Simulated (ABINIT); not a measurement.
# Beyond one shot: KBr (Fm-3m), part 3 of 3

How far does self-consistency move the gap of KBr (Fm-3m)?

ABINIT 10.8.3; LDA and many-body steps on it, plane waves. Known limits of the many-body steps: not at the basis limit; no spin-orbit coupling.

So far. Step 10 (evGW, cycle 1): Against G0W0 in ABINIT (4×4×4 mesh, 95 bands, screening to 130.6 eV, Godby-Needs plasmon pole), the gap moves by +1.023 eV. Step 13 (evGW, cycle 2): Against the cycle before, the gap moves by +0.083 eV.

### 15. Screening, 4×4×4 mesh, 95 bands, screening to 130.6 eV

This step: RPA screening on LDA from quasiparticle energies, plane waves, norm-conserving pseudopotentials.

Input file run.abi:

```
acell 3*1.0 Angstrom
rprim 
  0.000000000000 3.300000000000 3.300000000000
  3.300000000000 0.000000000000 3.300000000000
  3.300000000000 3.300000000000 0.000000000000
ntypat 2
znucl 19 35
natom 2
typat 1 2
xred 
  0.000000000000 0.000000000000 0.000000000000
  0.500000000000 0.500000000000 0.500000000000
pp_dirpath "pseudos"
pseudos "K.upf, Br.upf"
ecut 32
ngkpt 4 4 4
nshiftk 1
shiftk 0 0 0
kptopt 1
chksymbreak 0
istwfk *1
occopt 1
irdwfk 1
optdriver 3
nband 95
ecuteps 4.8
inclvkb 2
awtr 1
symchi 1
irdqps 1
gwcalctyp 10
nqptdm 7
qptdm 
  0.2500000000 0.0000000000 0.0000000000
  0.5000000000 0.0000000000 0.0000000000
  0.2500000000 0.2500000000 0.0000000000
  0.5000000000 0.2500000000 0.0000000000
  -0.2500000000 0.2500000000 0.0000000000
  0.5000000000 0.5000000000 0.0000000000
  -0.2500000000 0.5000000000 0.2500000000
indata_prefix "in"
outdata_prefix "out"
tmpdata_prefix "tmp"
```

Input file mrgscr.stdin:

```
2
merged
q0_SCR
out_SCR
1
```

Started as:

```
> OMP_NUM_THREADS=1 mpirun -n 4 abinit run.abi > log; mrgscr < mrgscr.stdin
```

Numbers of over 12 decimals in the logs are rounded to 6 here.

The log of the run:

```text
.Version 10.8.3 of ABINIT. v10.8.2 released Aug 2026.

 Symmetries : space group Fm -3 m (#225); Bravais cF (face-center cubic)
[... echo of the input left out ...]
== DATASET  1 ==================================================================
-   mpi_nproc: 4, omp_nthreads: 1 (-1 if OMP is not activated)

--- !DatasetInfo
iteration_state: {dtset: 1, }
dimensions: {natom: 2, nkpt: 8, mband: 95, nsppol: 1, nspinor: 1, nspden: 1, mpw: 4279, }
cutoff_energies: {ecut:  32.0, pawecutdg:  -1.0, }
[...]
q-point number  1        q = ( 0.250000, 0.000000, 0.000000) [r.l.u.]
--------------------------------------------------------------------------------
[... chi0 elements left out ...]
  Average fulfillment of the sum rule on Im[epsilon] for q-point    2 :    102.57  [%]

--------------------------------------------------------------------------------
  q-point number  2        q = ( 0.500000, 0.000000, 0.000000) [r.l.u.]
--------------------------------------------------------------------------------
[... chi0 elements left out ...]
  Average fulfillment of the sum rule on Im[epsilon] for q-point    3 :     93.54  [%]

 [... 5 further q-points ...]
```

It took 18 s on 4 MPI ranks of Arm Neoverse V1, shared host; peak memory 0.88 GiB.

This step gave:

* plasma frequency: 17.52 eV
* plane waves in the screening matrix: 259

This screening reads the quasiparticle levels of the cycle before.

### 16. evGW, cycle 3

This step: evGW on LDA, plane waves, norm-conserving pseudopotentials.

run.abi: that of step 15 with these lines changed.

```diff
@@ -23,12 +23,10 @@
 irdwfk 1
-optdriver 3
+optdriver 4
 nband 95
-ecuteps 4.8
-inclvkb 2
-awtr 1
-symchi 1
-irdqps 1
 gwcalctyp 10
-nqptdm 7
-qptdm 
+ecutsigx 32
+symsigma 1
+nkptgw 8
+kptgw 
+  0.0000000000 0.0000000000 0.0000000000
   0.2500000000 0.0000000000 0.0000000000
@@ -40,2 +38,15 @@
   -0.2500000000 0.5000000000 0.2500000000
+bdgw 
+  1 15
+  1 15
+  1 15
+  1 15
+  1 15
+  1 15
+  1 15
+  1 15
+ecuteps 4.8
+irdscr 1
+ppmodel 1
+irdqps 1
 indata_prefix "in"
```

Started as:

```
> OMP_NUM_THREADS=1 mpirun -n 4 abinit run.abi > log
```

The log of the run:

```text
.Version 10.8.3 of ABINIT. v10.8.2 released Aug 2026.

 Symmetries : space group Fm -3 m (#225); Bravais cF (face-center cubic)
[... echo of the input left out ...]
== DATASET  1 ==================================================================
-   mpi_nproc: 4, omp_nthreads: 1 (-1 if OMP is not activated)

--- !DatasetInfo
iteration_state: {dtset: 1, }
dimensions: {natom: 2, nkpt: 8, mband: 95, nsppol: 1, nspinor: 1, nspden: 1, mpw: 4279, }
cutoff_energies: {ecut:  32.0, pawecutdg:  -1.0, }
[...]
.  kptgw no:  3; Maximum DeltaE = (  -0.963  -0.175) for band index:  1
[...]
.  kptgw no:  7; Maximum DeltaE = (  -0.581  -0.223) for band index:  1
.  kptgw no:  8; Maximum DeltaE = (  -0.743  -0.353) for band index:  1

== END DATASET(S) ==============================================================
================================================================================

 -outvars: echo values of variables after computation  --------
           etotal      0.0000000000E+00
            nband          95
             nkpt           8
          spgroup         225
 [... the other variables as echoed above ...]

 Calculation completed.
```

The job ended after 3.2 min (4 MPI ranks; peak memory 1.5 GiB; 13 min of CPU time).

This step gave:

| Item | Value |
| --- | --- |
| quasiparticle gap on the mesh | 7.896 eV |
| gap of the density functional on the mesh | 4.032 eV |
| k of the valence top | 0, 0, 0 |
| k of the conduction bottom | 0, 0, 0 |
| least direct quasiparticle gap on the computed points | 7.896 eV |

Against the cycle before, the gap moves by +0.008 eV.

### 17. The runs together

Times are wall times on 4 MPI ranks of Arm Neoverse V1, shared host, good to a factor of about two. A run's time includes the screening step that it read.

| run | mesh | bands | screening cutoff (eV) | DFT gap (eV) | gap on the mesh (eV) | direct (eV) | ε∞ used | time |
| --- | --- | --- | --- | --- | --- | --- | --- | --- |
| G0W0 | 4×4×4 | 95 | 130.6 | 4.032 | 6.782 | 6.782 | 2.50 | 29 s |
| evGW0, cycle 1 | 4×4×4 | 95 | 130.6 | 4.032 | 7.348 | 7.348 | 2.50 | 3.5 min |
| evGW0, cycle 2 | 4×4×4 | 95 | 130.6 | 4.032 | 7.183 | 7.183 | 2.50 | 3.5 min |
| evGW0, cycle 3 | 4×4×4 | 95 | 130.6 | 4.032 | 7.184 | 7.184 | 2.50 | 3.5 min |
| evGW, cycle 1 | 4×4×4 | 95 | 130.6 | 4.032 | 7.805 | 7.805 | 2.12 | 3.6 min |
| evGW, cycle 2 | 4×4×4 | 95 | 130.6 | 4.032 | 7.888 | 7.888 | 2.07 | 3.6 min |
| evGW, cycle 3 | 4×4×4 | 95 | 130.6 | 4.032 | 7.896 | 7.896 | 2.07 | 3.6 min |

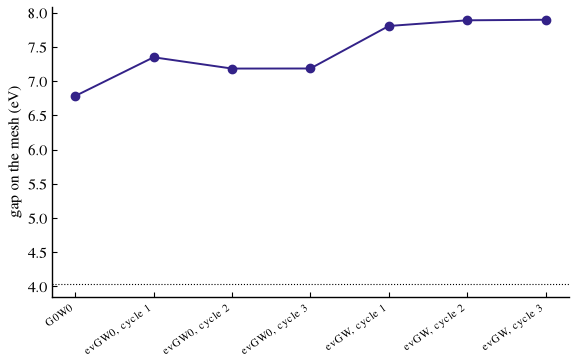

The gap through the cycles; the dotted line is the starting gap.

### 18. Results

```
G0W0           : 6.782 eV
evGW0, cycle 1 : 7.348 eV
evGW0, cycle 2 : 7.183 eV
evGW0, cycle 3 : 7.184 eV
evGW, cycle 1  : 7.805 eV
evGW, cycle 2  : 7.888 eV
evGW, cycle 3  : 7.896 eV
known limits   : not at the basis limit; no spin-orbit coupling
```

In words: Only the bands that the input lists are updated; the others, empty or deep, keep the functional's energies or take a rigid shift. The evGW loop starts from the last levels of evGW0, so its cycles and time come on top of those. evGW0 ends at 7.18 eV, +0.40 eV from G0W0, after 3 cycles that took 9.5 min beside the first screening; the last moved the gap by 0.001 eV. evGW ends at 7.90 eV, +1.11 eV from G0W0, after 3 cycles that took 11 min beside the first screening; the last moved the gap by 0.008 eV. The first cycle of evGW0 takes the full correction, without the factor Z, so it overshoots the one-shot value. Bands and cutoff are finite, so the gap is not at the basis limit. The miss can reach some tenths of an eV and take either sign; the mesh is an error of its own. In the updated screening the q = 0 part is built from Kohn-Sham bands under a rigid shift, the other q from the quasiparticle levels. The many-body steps are scalar-relativistic: spin-orbit coupling is not in them.

[Paths, hosts, dates, memory and timing lines, banners, echoed tables and standing remarks are left out of the program output.]

[Logs are printed without paths, hosts, clocks, repeated set-up lines and the standing remarks that a program may print on its own settings, such as how far it seeks lower states.]

[Runs of the session that timed out or met a known fault of the program may be left out.]

[Hosts, paths, dates, database ids (printed as entryN), source tags and the programs' standing remarks are cut or masked in the printed files.]

[G0W0 gaps are taken among the corrected bands and points alone; a level outside them can change the order at an edge.]

[Where Ansatz stands beside ABINIT at settings called matched, ABINIT's density can come from a denser mesh and the files from another edition; pairs whose starting gaps differed by over 0.03 eV were left out, so agreement reads better than it is.]
